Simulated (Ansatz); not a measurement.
The relaxed structure here is a generated cell of AlOs: the first start was made by a random draw of sites in a space group, and the end was not matched to a known phase here, so it may be hypothetical.

One stationary structure of AlOs. Space group P3₂21 (No. 154). Method: PBE (plane waves to 420 eV, PAW, scalar-relativistic; Ansatz, a quantum-chemistry and plane-wave program).

Space group P3₂21 (No. 154); a = b = 6.736 Å, c = 2.609 Å, α = β = 90.00°, γ = 120.00°

```
atom  site  symmetry       x       y       z
----  ----  --------  ------  ------  ------
Al      3b       .2.  0.4122  0.4122  0.5000
Os      3b       .2.  0.7793  0.7793  0.5000
```

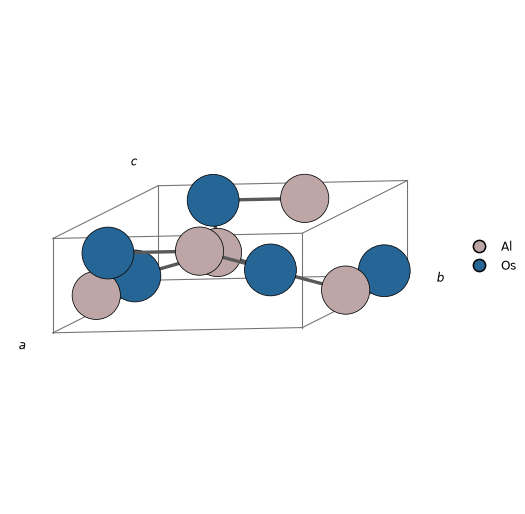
Figure. The conventional cell of the relaxed structure

```json
{
  "volume_per_atom": "17.08 Å³",
  "band_gap": "no gap (metallic)",
  "shortest_distances": "Al–Os 2.47 Å; Al–Al 2.61 Å; Os–Os 2.61 Å",
  "k-mesh": "8×8×18"
}
```

Band energies at high-symmetry points (eV from the Fermi level; labels of this space group; no spin-orbit coupling), from −5 eV up to 2.5 eV:

```json
[
 {"point": "Γ", "energies": "-4.34 -3.89 -3.89 -3.81 -2.66 -2.19 -2.19 -0.63 -0.63 0.36 0.42 0.42 1.01 1.01 1.29"},
 {"point": "M", "energies": "-4.31 -3.74 -3.65 -2.90 -2.32 -1.73 -1.58 -0.70 -0.64 0.35 0.43 0.43 0.94 0.96 1.41"},
 {"point": "K", "energies": "-3.97 -3.97 -3.88 -2.23 -2.23 -1.56 -1.33 -1.21 -1.21 0.36 0.43 0.43 0.94 0.94 1.43"},
 {"point": "A", "energies": "-4.88 -4.88 -4.02 -4.02 -3.81 -2.18 -2.18 -1.84 -1.32 -0.66 -0.66 -0.44 -0.23 1.00 1.00 1.73 1.73"},
 {"point": "L", "energies": "-4.94 -4.87 -3.90 -3.39 -3.21 -2.64 -2.46 -1.94 -1.39 -1.20 -0.84 -0.69 -0.40 0.31 0.32"},
 {"point": "H", "energies": "-4.82 -4.82 -3.87 -3.41 -3.41 -2.75 -1.88 -1.88 -1.52 -0.95 -0.95 -0.74 -0.52 -0.13 -0.13"}
]
```

No spin polarisation in the result.

The run could not lower the symmetry of its start; a shaken copy of this end point relaxes with PBE to Pmc2₁ (No. 26), 0.55 eV/atom lower.
